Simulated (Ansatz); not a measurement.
# HfNbBP: relaxing a made-up structure

Starting from a made-up structure for HfNbBP, the aim is the relaxed cell, its shortest contacts and, where a second run follows, its electronic structure.

Main program and level: Ansatz 0.2.0; DFT, PBEsol, plane-wave PAW, files of the set soft_1, scalar-relativistic, no spin, cell and ions relaxed at zero pressure; PAW set soft_1, in the first sound run; inputs show where later runs differ.

**1. Set-up**

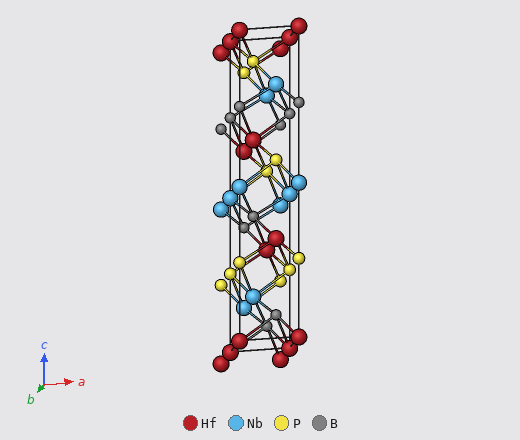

The starting structure, seen from a free direction (hafnium red, niobium blue, phosphorus yellow, boron grey). 1×2×1 cells are drawn. This picture shows the conventional cell, with its axes. Bonds to atoms that aren't drawn are left out. Some periodic images of atoms are drawn too.

**2. Relaxing cell and atoms**

The guessed cell has no reason to be at equilibrium. It is relaxed with the atoms, within the space group of the guess.

Input file input.yaml:

```yaml
crystal:
  lattice:
    - [1.654, 0.954937345, 5.460666667]
    - [-1.654, 0.954937345, 5.460666667]
    - [0.0, -1.90987469, 5.460666667]
  atoms:
    - { symbol: Hf, position: [0.998, 0.998, 0.998] }
    - { symbol: Nb, position: [0.494333333, 0.494333333, 0.494333333] }
    - { symbol: P, position: [0.251, 0.251, 0.251] }
    - { symbol: B, position: [0.752766667, 0.752766667, 0.752766667] }
kpoints:
  mp_grid: { grid: [9, 9, 9] }
scf:
  occupations: { method: fermi_dirac, width: 0.05 }
hamiltonian:
  xc: pbesol
  pseudopotentials: { kind: paw, azcp: { folder: soft_1 }, xc_functional: pbe }
relax:
  f_tol: 0.015
  max_steps: 70
  cell: {}
output:
  forces: true
  stress: true
```

On the command line:

```bash
$ ansatz run input.yaml --threads 4 --pin off --max-ram 8192MiB --backend cpu --events-out ev --progress --plain --runs-dir out
```

Numbers of over 12 decimals in the logs are rounded to 6 here.

The log of the run:

```text
basis.fft_grid_basis auto: the FFT boxes are laid along the combinations [[1, 0, -1], [0, 1, -1], [0, 0, 1]] of the cell's own vectors, 3.308, 3.308 and 5.785 Å long. The dense box has 24×24×40 points. Along the cell's own vectors, as sized, it would have 40×40×40, 2.78 times as many. Of the 6 symmetry operations that the crystal satisfies within crystal.symmetry.tolerance (time reversal apart; of a slab, those that  [...]
Engine: ansatz 0.2.0, x86_64-unknown-linux-gnu
Pseudopotentials: kind: paw
Pseudopotential: Hf, paw, valence charge 26, recommended cutoff 420 eV (normal), soft_1/Hf.paw.azcp
Pseudopotential: Nb, paw, valence charge 13, recommended cutoff 420 eV (normal), soft_1/Nb.paw.azcp
Pseudopotential: P, paw, valence charge 5, recommended cutoff 420 eV (normal), soft_1/P.paw.azcp
Pseudopotential: B, paw, valence charge 3, recommended cutoff 420 eV (normal), soft_1/B.paw.azcp
Functional definition: PBEsol
  exchange = pbesol_x
  correlation = pbesol_c
Crystal: 4 atoms, lattice volume = 51.750 Å³
Basis set: ecut = 420 eV, 1033 PW (Γ), FFT grids on a1−a3, a2−a3, a3, exchange–correlation on 48×48×80 points (8 copies of the dense FFT grid, shifted against one another)
Bands: 29, of which v1, the nominal top of the filled ones, is band 24 counted from 1 (23 counted from 0)
Symmetry: 6 space group operations
Space group: R3m (ITA 160), of the structure as read, at distance tolerance 3.7e-5 Å
k-points: 85 of 729 (time reversal used)
Non-local potential: Hf, projectors of the file, l = 0: 3, l = 1: 2, l = 2: 2, l = 3: 3
Non-local potential: Nb, projectors of the file, l = 0: 3, l = 1: 2, l = 2: 2, l = 3: 1
Non-local potential: P, projectors of the file, l = 0: 2, l = 1: 2, l = 2: 1
Non-local potential: B, projectors of the file, l = 0: 2, l = 1: 2, l = 2: 1
PAW form: soft (Blöchl's): semilocal exchange-correlation on the pseudo side does not see the compensation charge
PAW frozen core: Hf, regenerated for the run's functional, and the local potential with it (the file was generated under x = pbe(κ = 0.804, μ = 0.219515), c = pbe(β = 0.066725))
PAW frozen core: Nb, regenerated for the run's functional, and the local potential with it (the file was generated under x = pbe(κ = 0.804, μ = 0.219515), c = pbe(β = 0.066725))
PAW frozen core: P, regenerated for the run's functional, and the local potential with it (the file was generated under x = pbe(κ = 0.804, μ = 0.219515), c = pbe(β = 0.066725))
PAW frozen core: B, regenerated for the run's functional, and the local potential with it (the file was generated under x = pbe(κ = 0.804, μ = 0.219515), c = pbe(β = 0.066725))
PAW one-centre angular grid: Hf, 590 points (default); XC on 64 Gauss nodes
PAW one-centre angular grid: Nb, 590 points (default); XC on 64 Gauss nodes
PAW one-centre angular grid: P, 110 points (default); XC on 64 Gauss nodes
PAW one-centre angular grid: B, 110 points (default); XC on 64 Gauss nodes
Initial density: superposition of atomic densities (chi_scale 0.1, normalization cell, long waves kept (reshape's long-wave potential 0.02 eV rms))
Initial wavefunctions: pseudopotential atomic-orbital guess
Functional: x = pbesol(κ = 0.804, μ = 0.123457), c = pbesol(β = 0.046)
SCF iter   1: F=—  HF=-20993.561628 eV  |F-HF|=—  |Δ(HF+E_count)|=         —  Δρ=1.20e-1  dr2=2.15e1  ethr=3.10e-3  ⟨swp⟩=6.3  Hψ=10384  notcnv=0
preconditioner: auto → Kerker (q_TF=auto, 2.685 Å⁻¹)  [metal: Δε(μ)=0.037 eV  Ē_g=17.345 eV  σ=0.050 eV  W_gap=0.18  n_scr=22 (ndim 8)  ℏωp=33.8 eV  f_vac=0.000  D(μ)=1.60/eV (n_scr^D=16)]
SCF iter   2: F=—  HF=-20989.941747 eV  |F-HF|=—  |Δ(HF+E_count)|=    3.62e0  Δρ=5.08e-2  dr2=4.03e0  ethr=3.10e-3  ⟨swp⟩=3.0  Hψ=5508  notcnv=0  defer=51
SCF iter   3: F=—  HF=-20989.339139 eV  |F-HF|=—  |Δ(HF+E_count)|=   6.03e-1  Δρ=1.57e-2  dr2=1.80e-1  ethr=3.10e-3  ⟨swp⟩=4.0  Hψ=5170  notcnv=0  defer=50
SCF iter   4: F=—  HF=-20989.334146 eV  |F-HF|=—  |Δ(HF+E_count)|=   4.99e-3  Δρ=8.32e-3  dr2=5.69e-2  ethr=3.84e-4  ⟨swp⟩=3.4  Hψ=5732  notcnv=0  defer=30
SCF iter   5: F=—  HF=-20989.304544 eV  |F-HF|=—  |Δ(HF+E_count)|=   2.96e-2  Δρ=4.83e-3  dr2=3.86e-2  ethr=1.21e-4  ⟨swp⟩=2.0  Hψ=4871  notcnv=0  defer=30
SCF iter   6: F=—  HF=-20989.298700 eV  |F-HF|=—  |Δ(HF+E_count)|=   5.84e-3  Δρ=1.06e-3  dr2=1.21e-3  ethr=8.20e-5  ⟨swp⟩=2.0  Hψ=3247  notcnv=0  defer=30
SCF iter   7: F=—  HF=-20989.298357 eV  |F-HF|=—  |Δ(HF+E_count)|=   3.43e-4  Δρ=2.37e-4  dr2=5.24e-5  ethr=2.56e-6  ⟨swp⟩=2.0  Hψ=3126  notcnv=0  defer=30
SCF iter   8: F=—  HF=-20989.298348 eV  |F-HF|=—  |Δ(HF+E_count)|=   8.49e-6  Δρ=6.68e-5  dr2=3.30e-6  ethr=1.11e-7  ⟨swp⟩=2.0  Hψ=3898  notcnv=0  defer=30
SCF iter   9: F=—  HF=-20989.298348 eV  |F-HF|=—  |Δ(HF+E_count)|=   9.16e-8  Δρ=1.27e-5  dr2=7.51e-8  ethr=2.13e-10  ⟨swp⟩=4.0  Hψ=12143  notcnv=0
SCF iter  10: F=-20989.298348 eV  HF=-20989.298348 eV  |F-HF|=3.18e-8  |Δ(HF+E_count)|=   3.05e-8  Δρ=5.83e-6  dr2=3.26e-8  ethr=1.60e-10  ⟨swp⟩=4.8  Hψ=9227  notcnv=0
SCF 1 converged in 10 iterations: F = -20989.298348 eV  dr2 = 3.26e-8
  greatest PAW one-centre occupation: 0.998 electrons in one spin orbital (limit 2), on the Hf atom at site 0 (counted from 0), in its partial waves of l = 3
relax step   1: F+E_penalty+E_count = -20989.29834822 eV  Δ(F+E_penalty+E_count) = +0.000e0 eV  max|allowed force component| = 4.903e0 eV/Å  Δτ_max = 0.0000 Å  P = +31.025 GPa  Ω = 51.750 Å³  (10 SCF iters, dr2 threshold 1.00e-7 eV, accepted)
Crystal: 4 atoms, lattice volume = 57.953 Å³
Basis set: ecut = 420 eV, 1117 PW (Γ), FFT grids on a1−a3, a2−a3, a3, exchange–correlation on 48×48×80 points (8 copies of the dense FFT grid, shifted against one another)
Initial density: handed on by an earlier stage of this run
Initial wavefunctions: those handed on with the density
iter 1 solved again at ethr=1.80e-3 eV; its pass at ethr=3.10e-3 eV (dr2=8.45e-1 eV) is discarded
SCF iter   1: F=—  HF=-20990.479854 eV  |F-HF|=—  |Δ(HF+E_count)|=         —  Δρ=2.16e-2  dr2=8.44e-1  ethr=1.80e-3  ⟨swp⟩=1.0  Hψ=14349  notcnv=0
preconditioner: auto → Kerker (q_TF=auto, 2.635 Å⁻¹)  [metal: Δε(μ)=0.029 eV  Ē_g=16.555 eV  σ=0.050 eV  W_gap=0.14  n_scr=22 (ndim 8)  ℏωp=32.0 eV  f_vac=0.000  D(μ)=1.58/eV (n_scr^D=14)]
SCF iter   2: F=—  HF=-20990.369543 eV  |F-HF|=—  |Δ(HF+E_count)|=   1.10e-1  Δρ=1.05e-2  dr2=2.00e-1  ethr=1.80e-3  ⟨swp⟩=2.0  Hψ=2968  notcnv=0
SCF iter   3: F=—  HF=-20990.333437 eV  |F-HF|=—  |Δ(HF+E_count)|=   3.61e-2  Δρ=3.64e-3  dr2=2.03e-2  ethr=4.26e-4  ⟨swp⟩=2.6  Hψ=4246  notcnv=0
[...]
Crystal: 4 atoms, lattice volume = 58.900 Å³
Basis set: ecut = 420 eV, 1135 PW (Γ), FFT grids on a1−a3, a2−a3, a3, exchange–correlation on 48×48×80 points (8 copies of the dense FFT grid, shifted against one another)
iter 1 solved again at ethr=1.61e-4 eV; its pass at ethr=3.10e-3 eV (dr2=7.59e-2 eV) is discarded
SCF iter   1: F=—  HF=-20990.422246 eV  |F-HF|=—  |Δ(HF+E_count)|=         —  Δρ=7.01e-3  dr2=7.68e-2  ethr=1.61e-4  ⟨swp⟩=2.1  Hψ=15368  notcnv=0
preconditioner: auto → Kerker (q_TF=auto, 2.628 Å⁻¹)  [metal: Δε(μ)=0.024 eV  Ē_g=16.489 eV  σ=0.050 eV  W_gap=0.12  n_scr=22 (ndim 8)  ℏωp=31.7 eV  f_vac=0.000  D(μ)=1.98/eV (n_scr^D=16)]
SCF iter   2: F=—  HF=-20990.412619 eV  |F-HF|=—  |Δ(HF+E_count)|=   9.63e-3  Δρ=3.42e-3  dr2=1.30e-2  ethr=1.61e-4  ⟨swp⟩=2.2  Hψ=3422  notcnv=0
SCF iter   3: F=—  HF=-20990.410699 eV  |F-HF|=—  |Δ(HF+E_count)|=   1.92e-3  Δρ=1.10e-3  dr2=9.81e-4  ethr=2.78e-5  ⟨swp⟩=2.0  Hψ=3240  notcnv=0
SCF iter   4: F=—  HF=-20990.410580 eV  |F-HF|=—  |Δ(HF+E_count)|=   1.18e-4  Δρ=3.06e-4  dr2=8.02e-5  ethr=2.09e-6  ⟨swp⟩=2.0  Hψ=4257  notcnv=0
SCF iter   5: F=—  HF=-20990.410567 eV  |F-HF|=—  |Δ(HF+E_count)|=   1.36e-5  Δρ=1.62e-4  dr2=1.92e-5  ethr=1.71e-7  ⟨swp⟩=2.0  Hψ=4471  notcnv=0
SCF iter   6: F=—  HF=-20990.410559 eV  |F-HF|=—  |Δ(HF+E_count)|=   7.40e-6  Δρ=6.69e-5  dr2=4.67e-6  ethr=4.09e-8  ⟨swp⟩=2.0  Hψ=4476  notcnv=0
SCF iter   7: F=—  HF=-20990.410558 eV  |F-HF|=—  |Δ(HF+E_count)|=   1.36e-6  Δρ=2.00e-5  dr2=6.09e-7  ethr=9.94e-9  ⟨swp⟩=2.0  Hψ=4452  notcnv=0
SCF iter   8: F=-20990.410558 eV  HF=-20990.410558 eV  |F-HF|=3.94e-8  |Δ(HF+E_count)|=   9.93e-8  Δρ=6.55e-6  dr2=5.25e-8  ethr=8.51e-10  ⟨swp⟩=5.0  Hψ=9784  notcnv=0
SCF 3 converged in 8 iterations: F = -20990.410558 eV  dr2 = 5.25e-8
relax step   3: F+E_penalty+E_count = -20990.41055793 eV  Δ(F+E_penalty+E_count) = -8.497e-2 eV  max|allowed force component| = 4.448e-1 eV/Å  Δτ_max = 0.0230 Å  P = -1.602 GPa  Ω = 58.900 Å³  energy of the carried Pulay correction = -2.978e-3 eV  (8 SCF iters, dr2 threshold 4.00e-7 eV, accepted)
[...]
relax step   4: F+E_penalty+E_count = -20990.41705456 eV  Δ(F+E_penalty+E_count) = -6.497e-3 eV  max|allowed force component| = 2.045e-1 eV/Å  Δτ_max = 0.0293 Å  P = +0.792 GPa  Ω = 58.254 Å³  energy of the carried Pulay correction = -2.725e-3 eV  (8 SCF iters, dr2 threshold 4.00e-7 eV, accepted)
[...]
relax step   5: F+E_penalty+E_count = -20990.41990318 eV  Δ(F+E_penalty+E_count) = -2.849e-3 eV  max|allowed force component| = 5.460e-2 eV/Å  Δτ_max = 0.0093 Å  P = -0.013 GPa  Ω = 58.470 Å³  energy of the carried Pulay correction = -2.810e-3 eV  (7 SCF iters, dr2 threshold 4.00e-7 eV, accepted)
[...]
relax step   6: F+E_penalty+E_count = -20990.42008625 eV  Δ(F+E_penalty+E_count) = -1.831e-4 eV  max|allowed force component| = 5.331e-3 eV/Å  Δτ_max = 0.0032 Å  P = -0.010 GPa  Ω = 58.479 Å³  energy of the carried Pulay correction = -2.814e-3 eV  (5 SCF iters, dr2 threshold 1.86e-7 eV, accepted)
[...]
relax step   7: F+E_penalty+E_count = -20990.42422836 eV  Δ(F+E_penalty+E_count) = -4.142e-3 eV  max|allowed force component| = 4.121e-3 eV/Å  Δτ_max = 0.0000 Å  P = +0.055 GPa  Ω = 58.479 Å³  stress off target by 9.09e-2 GPa  SCF on the basis re-selected at this cell (its energy is not comparable with the rows above)  (8 SCF iters)
[...]
relax step   8: F+E_penalty+E_count = -20990.42422784 eV  Δ(F+E_penalty+E_count) = +5.258e-7 eV  max|allowed force component| = 2.082e-3 eV/Å  Δτ_max = 0.0004 Å  P = -0.013 GPa  Ω = 58.500 Å³  energy of the carried Pulay correction = -6.824e-6 eV  (5 SCF iters, dr2 threshold 2.07e-8 eV, accepted)
iter 1 solved again at ethr=7.98e-8 eV; its pass at ethr=3.10e-3 eV (dr2=3.75e-5 eV) is discarded
SCF iter   1: F=—  HF=-20990.424234 eV  |F-HF|=—  |Δ(HF+E_count)|=         —  Δρ=2.69e-6  dr2=5.02e-9  ethr=7.98e-8  ⟨swp⟩=3.3  Hψ=17056  notcnv=0
eigensolver tolerance schedule: the retry pair's looser diagonalisation over-reported the residual by 7479.53 of it (diagonalisation noise at 0.24 of the residual, at the tolerance the schedule requests for it); recorded, not acted on — ethr = c·dr2/N_el stays at c = 1.0e-1
preconditioner: auto → Kerker (q_TF=auto, 2.631 Å⁻¹)  [metal: Δε(μ)=0.011 eV  Ē_g=16.526 eV  σ=0.050 eV  W_gap=0.06  n_scr=22 (ndim 8)  ℏωp=31.8 eV  f_vac=0.000  D(μ)=2.33/eV (n_scr^D=22)]
SCF iter   2: F=—  HF=-20990.424234 eV  |F-HF|=—  |Δ(HF+E_count)|=   2.64e-7  Δρ=1.72e-6  dr2=2.26e-9  ethr=1.07e-11  ⟨swp⟩=3.0  Hψ=5527  notcnv=0
SCF iter   3: F=—  HF=-20990.424234 eV  |F-HF|=—  |Δ(HF+E_count)|=  2.55e-10  Δρ=7.15e-7  dr2=5.78e-10  ethr=4.80e-12  ⟨swp⟩=1.8  Hψ=3141  notcnv=0
SCF iter   4: F=—  HF=-20990.424234 eV  |F-HF|=—  |Δ(HF+E_count)|=  1.24e-10  Δρ=2.46e-7  dr2=4.68e-11  ethr=1.23e-12  ⟨swp⟩=2.0  Hψ=3768  notcnv=0
SCF iter   5: F=-20990.424234 eV  HF=-20990.424234 eV  |F-HF|=4.00e-11  |Δ(HF+E_count)|=  1.82e-11  Δρ=1.65e-7  dr2=3.24e-11  ethr=1.00e-12  ⟨swp⟩=4.3  Hψ=8861  notcnv=0
SCF 9 converged in 5 iterations: F = -20990.424234 eV  dr2 = 3.24e-11
relax step   9: F+E_penalty+E_count = -20990.42423383 eV  Δ(F+E_penalty+E_count) = -5.994e-6 eV  max|allowed force component| = 2.097e-3 eV/Å  Δτ_max = 0.0000 Å  P = -0.013 GPa  Ω = 58.500 Å³  stress off target by 2.06e-2 GPa  SCF on the basis re-selected at this cell (its energy is not comparable with the rows above)  (5 SCF iters)
basis re-selected at this cell: Δ(F+E_penalty+E_count) = -5.994e-6 eV, ΔP = -0.000 GPa vs the last step (what re-selecting the basis moved, of the pressure what is left beyond the Pulay correction that the steps carried, after the strain that the cell walked since its last selection, with what the two solves' SCF thresholds leave and, on support functions, any second-order correction that the steps lacked; it is no m [...]
SCF converged after 5 iterations
Free energy (F): -20990.424234 eV
Harris-Foulkes:  -20990.424234 eV  (|F-HF|=4.00e-11)
Internal energy: -20990.405775 eV  (E = F + TS)
E sigma→0 (E₀):  -20990.415005 eV
Entropy (-TS):   -0.018458 eV (-4.615 meV/atom)
Fermi energy:    16.346592 eV
--- Per-component energies (eV) ---
  E_band       = -72.014303
  E_kinetic    = 901.510413
  E_local      = -8143.170155  (includes V_loc(G=0)·N_el)
  E_nonlocal   = 203.109264
  E_hartree    = 3857.231231
  E_xc         = -536.342857
  E_vxc        = -557.442625  (∫ρ·V_xc dr)
  E_paw        = -11220.748843  (= ΣΔE_a)
  E_vpaw       = -190.484153  (= ΣTr[D̂ρ^β])
  E_aug_tail   = 0.000115  (compensation charges beyond the density's cutoff)
  E_ewald      = -6053.495516
  E_core_change = 1.500573  (= ΣΔE_core)
  E_smearing   = -0.018458  (= −TS)
  E_closure    = 0.000000  (closes the sum)
  Σ components = -20990.424234   (vs F -20990.424234, Δ=0.00e0)
--- Forces (eV/Å), atoms counted from 1 ---
  atom   1  Hf     0.00000000     0.00000000    -0.00147209
  atom   2  Nb    -0.00000000    -0.00000000    -0.00167344
  atom   3  P      0.00000000     0.00000000     0.00209907
  atom   4  B     -0.00000000    -0.00000000     0.00105281
  max |Σ_I F_I| component: 6.35e-6 eV/Å
--- Stress (GPa, compression-positive) ---
       -0.008702       0.000000      -0.000000
        0.000000      -0.008702      -0.000000
       -0.000000      -0.000000      -0.020551
  P = ⅓ Tr σ = -0.0127 GPa (-0.127 kbar)
--- Relaxed structure (7 steps of the walk, 7 accepted, 2 SCFs on fresh bases) ---
  F+E_penalty+E_count = -20990.42423383 eV   max|allowed force component| = 2.097e-3 eV/Å   (the final SCF, on the basis selected at the relaxed cell)
  cell:  # Å, volume = 58.5005 Å³
    - [1.704798, 0.984266, 5.810628]
    - [-1.704798, 0.984266, 5.810628]
    - [0, -1.968531, 5.810628]
  atoms:
    - { symbol: Hf, position: [1.009129, 1.009129, 1.009129] }
    - { symbol: Nb, position: [0.489529, 0.489529, 0.489529] }
    - { symbol: P, position: [0.245783, 0.245783, 0.245783] }
    - { symbol: B, position: [0.751659, 0.751659, 0.751659] }
```

It took 15 s on 4 threads of INTEL XEON PLATINUM 8581C at 2.30GHz (Emerald Rapids), shared host; peak memory 0.5 GiB; 57 s of CPU time.

Relaxation path:

```csv
step,energy less that of the first step (eV),largest force component (eV/Å),pressure (GPa),volume (Å³)
1,0.0000,4.9026,31.03,51.75
2,-1.0272,0.7696,1.70,57.95
3,-1.1122,0.4448,-1.60,58.90
4,-1.1187,0.2045,0.79,58.25
5,-1.1216,0.0546,-0.01,58.47
6,-1.1217,0.0053,-0.01,58.48
7*,-1.1259,0.0041,0.06,58.48
8,-1.1259,0.0021,-0.01,58.50
9*,-1.1259,0.0021,-0.01,58.50
```

Relaxation steps marked * repeat the geometry before them on a plane-wave basis chosen anew for their cell, so energy and pressure can jump there.

Forces are held to the 6 operations that the run works with; a distortion that breaks them can't arise in this run.

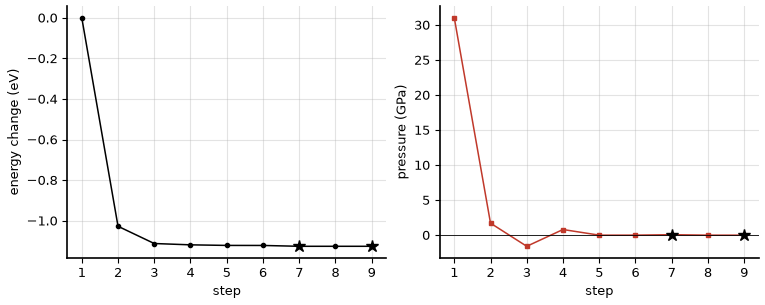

Energy and pressure along the relaxation. Stars mark steps on a basis chosen anew.

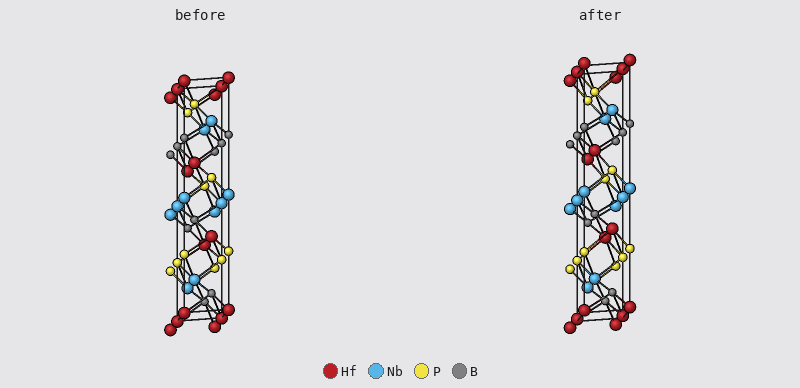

Before and after, at one scale. Bonds to atoms that aren't drawn are left out.

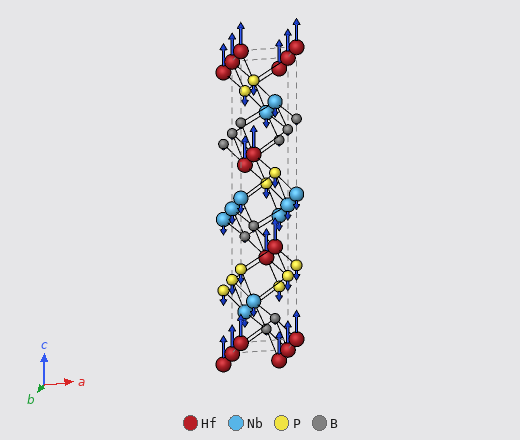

Displacements in the relaxation, exaggerated, measured against the changing cell; the longest in the cell stands for 0.19 Å. Bonds to atoms that aren't drawn are left out. 1×2×1 conventional cells are drawn. Some periodic images of atoms are drawn too.

```
conventional cell, symmetrised  before   after   change
                         a (Å)   3.308   3.410   +3.1 %
                         b (Å)   3.308   3.410   +3.1 %
                         c (Å)  16.382  17.432   +6.4 %
              volume (Å³/atom)   12.94   14.63  +13.0 %
```

The atoms that moved most (Å, as changes of fractional coordinates times the final cell):

```csv
atom,dx,dy,dz,length
Hf1,0.000,0.000,0.194,0.194
P3,0.000,0.000,-0.091,0.091
Nb2,0.000,0.000,-0.084,0.084
B4,0.000,0.000,-0.019,0.019
```

Final coordinates:

```xyz
4
Lattice="1.7048 0.9843 5.8106 -1.7048 0.9843 5.8106 0.0000 -1.9685 5.8106" Properties=species:S:1:pos:R:3 pbc="T T T"
Hf    0.0000    0.0000   17.5910
Nb    0.0000    0.0000    8.5334
P     0.0000    0.0000    4.2845
B     0.0000    0.0000   13.1028
```

Numbers from this step:

| Item | Value |
| --- | --- |
| free energy | -20990.4242 eV |
| energy at zero smearing | -20990.4150 eV |
| smearing term TS | 0.01846 eV |
| Fermi energy | 16.35 eV |
| electrons | 47 |
| symmetry operations | 6 |
| pressure | -0.01265 GPa |

The shortest distance of each pair, which need not be the same contact before and after:

```
 pair  guess (Å)  relaxed (Å)
 B–Nb      2.270        2.327
 B–Hf      2.394        2.371
 Nb–P      2.413        2.513
 Hf–P      2.319        2.591
Hf–Nb      3.283        3.232
```

The relaxation ends with a largest force component of 0.0021 eV/Å and a pressure of -0.01 GPa.

[end of part 1 of 2]

[Logs are printed without paths, hosts, clocks, repeated set-up lines and the standing remarks that a program may print on its own settings, such as how far it seeks lower states.]

[Hosts, paths, dates, database ids (printed as entryN), source tags and the programs' standing remarks are cut or masked in the printed files.]
